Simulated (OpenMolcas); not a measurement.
**Run report: CH$_{3}$Li, single-point calculation (part 2 of 2)**

The same run, continued: CH$_{3}$Li; MRCI/STO-3G (OpenMolcas 26.06). A bond length was changed on purpose from its optimised value.

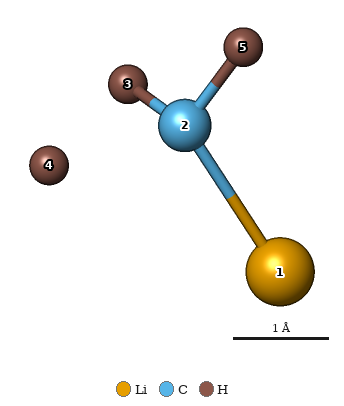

*The structure (ball-and-stick view, seen at a tilt; atoms are numbered from 1 in the order of the input). Sticks mark near contacts.*

What the program printed, continued:
```
      ************************************************************************************************************************
      *                                                        Title:                                                        *
      *                                                 (No title was given)                                                 *
      ************************************************************************************************************************

      ALL SINGLE AND DOUBLE REPLACEMENTS

      NUMBER OF ELECTRONS IN CI        10
      TOTAL SPIN QUANTUM NUMBER      0.00

              ORBITALS PER SYMMETRY
                  1
      INACTIVE    4
      ACTIVE      2
      VALENCE     0
      CORE        0
      ONEOCC      0
  Number of vertices                   63                   47

      INTERNAL CONFIGURATIONS (FORMAL)

      NUMBER OF VALENCE STATES              21
      NUMBER OF DOUBLET COUPLED SINGLES     50
      NUMBER OF TRIPLET COUPLED DOUBLES     26
      NUMBER OF SINGLET COUPLED DOUBLES     39

      OCCUPATION OF REFERENCE STATES

      REF.STATE  ORB: 1   2
          1           0   2
          2           1   1
          3           2   0
      WAVE-FUNCTION SYMMETRY LABEL:  1

      INTERNAL CONFIGURATIONS (REAL)

      NUMBER OF VALENCE STATES              21
      NUMBER OF DOUBLET COUPLED SINGLES     50
      NUMBER OF TRIPLET COUPLED DOUBLES     26
      NUMBER OF SINGLET COUPLED DOUBLES     39

      COEFFICIENTS FOR DIAG     1039
      TIME FOR DIAG                0

      COEFFICIENTS FOR ABCI      274
      MAXIMUM NUMBER OF ELEMENTS    81
      TIME FOR ABCI                0

      COEFFICIENTS FOR IJKL     8453
      TIME FOR IJKL                0

      COEFFICIENTS FOR AIBJ     2667
      DIFFERENT TYPES      116      159      392      588      146      222     1002
      TIME FOR AIBJ                0

      COEFFICIENTS FOR AIJK     7160
      TIME FOR AIJK                0

      COEFFICIENTS FOR IJ        741

      COEFFICIENTS FOR AI        390
      TIME FOR ONEEL               0
--- Stop Module: guga /rc=_RC_ALL_IS_WELL_ ---

--- Start Module: mrci ---

                                               &MRCI

                       available to each process: 1.9 GB of memory, 1 thread

      ************************************************************************************************************************
      *                                                        Title:                                                        *
      *                                                ( No title was given )                                                *
      ************************************************************************************************************************

      Cartesian coordinates in angstrom:
      -----------------------------------------------------
      No.  Label        X            Y            Z
      -----------------------------------------------------
       1   LI1        1.38905000   0.75873700  -1.85750900
       2   C2        -0.08215000  -0.15424300  -1.04212900
       3   H3        -0.08979000  -1.23201300  -1.23338900
       4   H4        -0.10617000   0.03900000   1.14010000
       5   H5        -1.06289000   0.20201700  -1.37158900
      -----------------------------------------------------
      Nuclear repulsion energy =   14.62993333
       THIS IS AN   S D C I   CALCULATION
       (But an ACPF correction will be computed)
       USE THE DEFAULT ACPF G-VALUE GFAC=  0.20000000000000001

       A SMALL CI IS PERFORMED INVOLVING ONLY THE REFERENCE STATES.
       THIS REFERENCE CI WILL USE THE FOLLOWING ROOT SELECTION CRITERIA:

       ROOT SELECTION BY ENERGY ORDERING.
      ONE SINGLE ROOT, NUMBER        1

       THE REFERENCE CI IS FOLLOWED BY THE FULL SPACE
       CALCULATION, WHERE THE SELECTION CRITERION
       IS MAXIMUM OVERLAP WITH THE ROOT(S) SELECTED IN
       THE REFERENCE CI.

      MALMQVIST DIAGONALIZATION

      PRINT LEVEL                          1
      WORKSPACE WORDS, (Re(wp))    232498481
      MAXIMUM NR OF ORBITALS           10000
      MAX NR OF STORED CI/SGM ARR.        10
      MAX NR OF ITERATIONS                20
      ENERGY CONVERGENCE THRESHOLD  1.00E-08
      SPIN QUANTUM NUMBER                0.0
      CORRELATED ELECTRONS                10
      WAVE FUNCTION SYMMETRY LABEL         1
      POINT GROUP ORDER                    1

      SYMMETRY LABEL:                             1
      INACTIVE ORBITALS                           4    4
      ACTIVE ORBITALS                             2    2
      ADDED VALENCE ORB                           0    0
      VIRTUAL ORBITALS                            6    6

      SUM:CORREL ORBITALS                        12   12

      FROZEN ORBITALS                             0    0
      DELETED ORBITALS                            0    0

      SUM:ORBITALS IN CI                         12   12

      PRE-FROZEN ORBITALS                         1    1
      PRE-DELETED ORBITALS                        0    0
      SUM:   TOTAL BASIS                         13   13

         3 REFERENCE STATES
      Occupation of the reference states
      Active orbital nr. 1 2
      Ref nr  1          0 2
      Ref nr  2          1 1
      Ref nr  3          2 0

       FIRST ORDER INTERACTING SPACE.

       LIST OF REFERENCE CONFIGURATIONS.
      CONF NR:    GUGA CASE NUMBERS OF ACTIVE ORBITALS:
         19       333303
         20       333312
         21       333330

       REAL CONFIGURATIONS:

                     REFERENCE        3
                 OTHER VALENCE       18
       DOUBLET COUPLED SINGLES      300
       TRIPLET COUPLED DOUBLES      390
       SINGLET COUPLED DOUBLES      819
                        TOTAL     1530

      STATISTICS FOR INTEGRALS, FIRST ENTRY 10**3-10**4

               0         0         0         0        89
             400       762       514       688       501
             113        13         1         0         0
               0         0         0         0         0

 ------------------------------------------------------------
    REFERENCE CI CALCULATION.
 ------------------------------------------------------------
  ROOT SELECTION BY ENERGY ORDERING.
  ONE SINGLE ROOT, NUMBER.....:        1

         LOWEST REFERENCE CI ROOTS:
                    ROOT      1              2              3
                  ENERGY   -46.27047575   -45.83914826   -45.69216882
 CSF NR   19 CASE 333303    -0.459584       0.501208       0.733194
          20      333312     0.000000       0.825544      -0.564338
          21      333330     0.888134       0.259361       0.379407

 ROOT NR  1 IS USED AS START VECTOR.

 ------------------------------------------------------------
    MR SDCI CALCULATION.
 ------------------------------------------------------------

          CONVERGENCE STATISTICS:
 ITER NVEC     ENERGIES    LOWERING RESIDUAL SEL.WGT CPU(S) CPU TOT
    1    1    -46.27047575          3.43E-01  1.000     0.0     0.0
    2    2    -46.33828499-6.78E-02 8.41E-02  0.957     0.0     0.0
    3    3    -46.34317939-4.89E-03 3.14E-02  0.948     0.0     0.0
    4    4    -46.34400459-8.25E-04 1.30E-02  0.944     0.0     0.0
    5    5    -46.34422352-2.19E-04 8.64E-03  0.940     0.0     0.0
    6    6    -46.34429802-7.45E-05 4.20E-03  0.938     0.0     0.0
    7    7    -46.34431417-1.62E-05 1.75E-03  0.938     0.0     0.0
    8    8    -46.34431752-3.35E-06 7.42E-04  0.938     0.0     0.0
    9    9    -46.34431807-5.52E-07 3.51E-04  0.938     0.0     0.0
   10   10    -46.34431820-1.27E-07 1.49E-04  0.938     0.0     0.0
   11   11    -46.34431822-1.80E-08 5.08E-05  0.938     0.0     0.0
   12   12    -46.34431822-2.19E-09 1.81E-05  0.938     0.0     0.0
  CONVERGENCE IN ENERGY.
  **********************************************************************
               FINAL RESULTS FOR STATE NR   1
 CORRESPONDING ROOT OF REFERENCE CI IS NR:  1
            REFERENCE CI ENERGY:   -46.27047575
         EXTRA-REFERENCE WEIGHT:     0.06202000
          CI CORRELATION ENERGY:    -0.07384247
                      CI ENERGY:   -46.34431822
            DAVIDSON CORRECTION:    -0.00488252
               CORRECTED ENERGY:   -46.34920075
                ACPF CORRECTION:    -0.00385504
               CORRECTED ENERGY:   -46.34817326

      CI-COEFFICIENTS LARGER THAN 0.050
  NOTE: THE FOLLOWING ORBITALS WERE FROZEN
  ALREADY AT THE INTEGRAL TRANSFORMATION STEP
  AND DO NOT EXPLICITLY APPEAR:
        SYMMETRY:   1
      PRE-FROZEN:   1
  ORDER OF SPIN-COUPLING: (PRE-FROZEN, NOT SHOWN)
                          (FROZEN, NOT SHOWN)
                           VIRTUAL
                           ADDED VALENCE
                           INACTIVE
                           ACTIVE

  ORBITALS ARE NUMBERED WITHIN EACH SEPARATE SYMMETRY.
  **********************************************************************

 NATURAL ORBITALS OF STATE NR.  1
  FULL SET OF ORBITALS ARE SAVED ON FILE CIORB01

 NATURAL ORBITALS IN AO BASIS. IN EACH SYMMETRY,
 THE ORBITALS PRINTED ARE THOSE UP TO AND INCLUDING
 THE LAST ORBITAL WITH OCCUPATION NUMBER LARGER
 THAN THRORB =  0.0000100

                            SYMMETRY LABEL  1

     ORBITAL             1       2       3       4       5       6       7       8       9      10
     OCC.NO.         2.00000 1.99991 1.98120 1.97412 1.95402 1.58270 0.41041 0.03999 0.02263 0.02078

   1  LI1    1s       0.0001  0.9910  0.0120  0.0003 -0.1739  0.0479 -0.0318 -0.2003 -0.0002 -0.0166
   2  LI1    1s      -0.0046  0.0333  0.0330 -0.0004  0.4587 -0.1299  0.0894  1.0440  0.0003  0.1028
   3  LI1    2px      0.0043  0.0041 -0.0030 -0.0396 -0.1842  0.0863 -0.0846 -0.3685 -0.0078 -0.0437
   4  LI1    2py      0.0027  0.0025  0.0001  0.0593 -0.1093  0.0722 -0.0720 -0.2132  0.0113 -0.0348
   5  LI1    2pz     -0.0026 -0.0027  0.0219 -0.0058  0.1445  0.1472 -0.1548  0.3406 -0.0014 -0.0572
   6  C2     1s       0.9925 -0.0021  0.1931  0.0004 -0.1080 -0.0391  0.0711  0.1255 -0.0014 -0.1701
   7  C2     1s       0.0342  0.0040 -0.5607 -0.0010  0.3499  0.1842 -0.3278 -0.7498  0.0088  1.0689
   8  C2     2px     -0.0015  0.0022  0.2026 -0.2990  0.4760 -0.0758  0.0256 -0.5426  0.6104 -0.6282
   9  C2     2py     -0.0013  0.0012  0.1453  0.4408  0.3200  0.0013 -0.0463 -0.3449 -0.9101 -0.4433
  10  C2     2pz     -0.0029 -0.0027  0.0924 -0.0423 -0.0364  0.5486 -0.6624  0.2428  0.0847 -0.2909
  11  H3     1s      -0.0060 -0.0009 -0.3126 -0.4483 -0.1753 -0.0413  0.0486 -0.0373 -0.8495 -0.9027
  12  H4     1s      -0.0009 -0.0010  0.0058  0.0000  0.0114  0.6868  0.7432 -0.1073  0.0000 -0.0018
  13  H5     1s      -0.0060 -0.0009 -0.3142  0.4473 -0.1744 -0.0414  0.0487 -0.0361  0.8348 -0.9171

     ORBITAL            11      12      13
     OCC.NO.         0.01053 0.00298 0.00075

   1  LI1    1s       0.0249 -0.0004  0.1012
   2  LI1    1s      -0.1231  0.0021 -0.2154
   3  LI1    2px      0.2885  0.5641 -0.8756
   4  LI1    2py      0.2802 -0.8421 -0.5489
   5  LI1    2pz      0.8844  0.0829  0.4041
   6  C2     1s      -0.0017  0.0002  0.0437
   7  C2     1s       0.0270 -0.0012 -0.3665
   8  C2     2px     -0.0492 -0.1011 -0.2139
   9  C2     2py     -0.0756  0.1468 -0.1374
  10  C2     2pz     -0.4471 -0.0140  0.0775
  11  H3     1s      -0.0138 -0.0934 -0.1170
  12  H4     1s      -0.0369 -0.0005 -0.0702
  13  H5     1s      -0.0150  0.0909 -0.1171
  **********************************************************************

 MULLIKEN CHARGES FOR STATE NR  1

++    Molecular charges:
      ------------------

      Mulliken charges per centre and basis function type
      ---------------------------------------------------

                LI1     C2      H3      H4      H5
      1s       2.5453  3.2629  0.9646  1.0267  0.9645
      2px      0.1361  1.0570  0.0000  0.0000  0.0000
      2pz      0.1699  0.8051  0.0000  0.0000  0.0000
      2py      0.0780  0.9899  0.0000  0.0000  0.0000
      Total    2.9293  6.1149  0.9646  1.0267  0.9645

      N-E      0.0707 -0.1149  0.0354 -0.0267  0.0355

      Total electronic charge=   12.000000

      Total            charge=   -0.000000
--

  **********************************************************************

  SUMMARY OF ENERGIES:
                ROOT:       1
        TOTAL ENERGY:    -46.34431822
 DAVIDSON CORRECTION:     -0.00488252
     ACPF CORRECTION:     -0.00385504

  Energies, machine-readable format:
  CI State   1     Total energy:    -46.34431822     QDav:     -0.00488252     QACPF:     -0.00385504

  EXPECTATION VALUES OF VARIOUS OPERATORS:
 (Note: Electronic multipoles include a negative sign.)

    PROPERTY :MLTPL  0   COMPONENT:   1
     GAUGE ORIGIN:      0.00000000      0.00000000      0.00000000
             ROOT:       1
       ELECTRONIC:    -12.00000000
          NUCLEAR:     12.00000000
            TOTAL:     -0.00000000

    PROPERTY :MLTPLS 0   COMPONENT:   1
     GAUGE ORIGIN:      0.00000000      0.00000000      0.00000000
             ROOT:       1
       ELECTRONIC:    -12.00000000
          NUCLEAR:     12.00000000
            TOTAL:     -0.00000000

    PROPERTY :MLTPL  1   COMPONENT:   1
     GAUGE ORIGIN:      0.64230593      0.21209632     -2.31627070
             ROOT:       1
       ELECTRONIC:      4.07718570
          NUCLEAR:     -3.14322668
            TOTAL:      0.93395902

    PROPERTY :MLTPL  1   COMPONENT:   2
     GAUGE ORIGIN:      0.64230593      0.21209632     -2.31627070
             ROOT:       1
       ELECTRONIC:      2.41208052
          NUCLEAR:     -1.86531367
            TOTAL:      0.54676684

    PROPERTY :MLTPL  1   COMPONENT:   3
     GAUGE ORIGIN:      0.64230593      0.21209632     -2.31627070
             ROOT:       1
       ELECTRONIC:     -3.48582024
          NUCLEAR:      2.68044994
            TOTAL:     -0.80537030

    PROPERTY :MLTPL  2   COMPONENT:   1
     GAUGE ORIGIN:      0.64230593      0.21209632     -2.31627070
             ROOT:       1
       ELECTRONIC:    -28.84805624
          NUCLEAR:     24.00582274
            TOTAL:     -4.84223350

    PROPERTY :MLTPL  2   COMPONENT:   2
     GAUGE ORIGIN:      0.64230593      0.21209632     -2.31627070
             ROOT:       1
       ELECTRONIC:     -9.10701471
          NUCLEAR:     11.40585191
            TOTAL:      2.29883721

    PROPERTY :MLTPL  2   COMPONENT:   3
     GAUGE ORIGIN:      0.64230593      0.21209632     -2.31627070
             ROOT:       1
       ELECTRONIC:      9.71034396
          NUCLEAR:    -11.78744710
            TOTAL:     -2.07710314

    PROPERTY :MLTPL  2   COMPONENT:   4
     GAUGE ORIGIN:      0.64230593      0.21209632     -2.31627070
             ROOT:       1
       ELECTRONIC:    -19.64231719
          NUCLEAR:     12.50011089
            TOTAL:     -7.14220630

    PROPERTY :MLTPL  2   COMPONENT:   5
     GAUGE ORIGIN:      0.64230593      0.21209632     -2.31627070
             ROOT:       1
       ELECTRONIC:      4.70553869
          NUCLEAR:     -6.05275639
            TOTAL:     -1.34721770

    PROPERTY :MLTPL  2   COMPONENT:   6
     GAUGE ORIGIN:      0.64230593      0.21209632     -2.31627070
             ROOT:       1
       ELECTRONIC:    -33.10120555
          NUCLEAR:     25.06223361
            TOTAL:     -8.03897194

    PROPERTY :KINETIC    COMPONENT:   1
     GAUGE ORIGIN:      0.00000000      0.00000000      0.00000000
             ROOT:       1
       ELECTRONIC:     46.52755763
          NUCLEAR:      0.00000000
            TOTAL:     46.52755763

    PROPERTY :ATTRACT    COMPONENT:   1
     GAUGE ORIGIN:      0.00000000      0.00000000      0.00000000
             ROOT:       1
       ELECTRONIC:   -138.03302945
          NUCLEAR:     14.62993333
            TOTAL:   -123.40309612

    PROPERTY :ATTRACTS   COMPONENT:   1
     GAUGE ORIGIN:      0.00000000      0.00000000      0.00000000
             ROOT:       1
       ELECTRONIC:   -136.63880651
          NUCLEAR:     14.62993333
            TOTAL:   -122.00887318

    PROPERTY :MLTPV  2   COMPONENT:   1
     GAUGE ORIGIN:      0.64230593      0.21209632     -2.31627070
             ROOT:       1
       ELECTRONIC:     12.33657191
          NUCLEAR:      0.00000000
            TOTAL:     12.33657191

    PROPERTY :MLTPV  2   COMPONENT:   2
     GAUGE ORIGIN:      0.64230593      0.21209632     -2.31627070
             ROOT:       1
       ELECTRONIC:     -0.31154643
          NUCLEAR:      0.00000000
            TOTAL:     -0.31154643

    PROPERTY :MLTPV  2   COMPONENT:   3
     GAUGE ORIGIN:      0.64230593      0.21209632     -2.31627070
             ROOT:       1
       ELECTRONIC:      0.34294882
          NUCLEAR:      0.00000000
            TOTAL:      0.34294882

    PROPERTY :MLTPV  2   COMPONENT:   4
     GAUGE ORIGIN:      0.64230593      0.21209632     -2.31627070
             ROOT:       1
       ELECTRONIC:     12.83526710
          NUCLEAR:      0.00000000
            TOTAL:     12.83526710

    PROPERTY :MLTPV  2   COMPONENT:   5
     GAUGE ORIGIN:      0.64230593      0.21209632     -2.31627070
             ROOT:       1
       ELECTRONIC:      0.14970998
          NUCLEAR:      0.00000000
            TOTAL:      0.14970998

    PROPERTY :MLTPV  2   COMPONENT:   6
     GAUGE ORIGIN:      0.64230593      0.21209632     -2.31627070
             ROOT:       1
       ELECTRONIC:     12.03958567
          NUCLEAR:      0.00000000
            TOTAL:     12.03958567

    PROPERTY :ONEHAM     COMPONENT:   1
     GAUGE ORIGIN:      0.00000000      0.00000000      0.00000000
             ROOT:       1
       ELECTRONIC:    -91.50547182
          NUCLEAR:     14.62993333
            TOTAL:    -76.87553849

    PROPERTY :ONEHAM 0   COMPONENT:   1
     GAUGE ORIGIN:      0.00000000      0.00000000      0.00000000
             ROOT:       1
       ELECTRONIC:    -91.50547182
          NUCLEAR:     14.62993333
            TOTAL:    -76.87553849

    PROPERTY :FCKINT     COMPONENT:   1
     GAUGE ORIGIN:      0.00000000      0.00000000      0.00000000
             ROOT:       1
       ELECTRONIC:    -31.23178673
          NUCLEAR:      0.00000000
            TOTAL:    -31.23178673

--- Stop Module: mrci /rc=_RC_ALL_IS_WELL_ ---

.##################.
.# Happy landing! #.
.##################.

    Timing: Wall=1.56 User=1.07 System=0.47
```

The run was set up as follows.

The input:
```
* CH3Li MRCI

&GATEWAY
 BasLib=$CurrDir
 Coord
 5
 angstrom
 Li       1.389050       0.758737      -1.857509
 C       -0.082150      -0.154243      -1.042129
 H       -0.089790      -1.232013      -1.233389
 H       -0.106170       0.039000       1.140100
 H       -1.062890       0.202017      -1.371589
 Basis=STO-3G
 Group=NoSym

&SEWARD

&RASSCF
 FileOrb=$CurrDir/step2.RasOrb
 Spin=1
 Nactel=2 0 0
 Inactive=5
 Ras2=2
 OrbListing=Nothing

&MOTRA
 LumOrb
 Frozen=1

&GUGA
 Electrons=10
 Spin=1
 Inactive=4
 Active=2
 CIAll=1

&MRCI
 SDCI
```

Launch command:
```bash
export MOLCAS_MEM=1860
pymolcas step5.input > step5.log
```

Key numbers:

| quantity | value |
| --- | --- |
| outcome | converged |
| total energy | −46.344318 hartree |
| basis functions | 13 |
| hardware | 1 thread of Arm Neoverse V1, 24 GiB of memory available, shared host |
| wall time | 1.8 s |
| peak memory | 0.37 GiB |
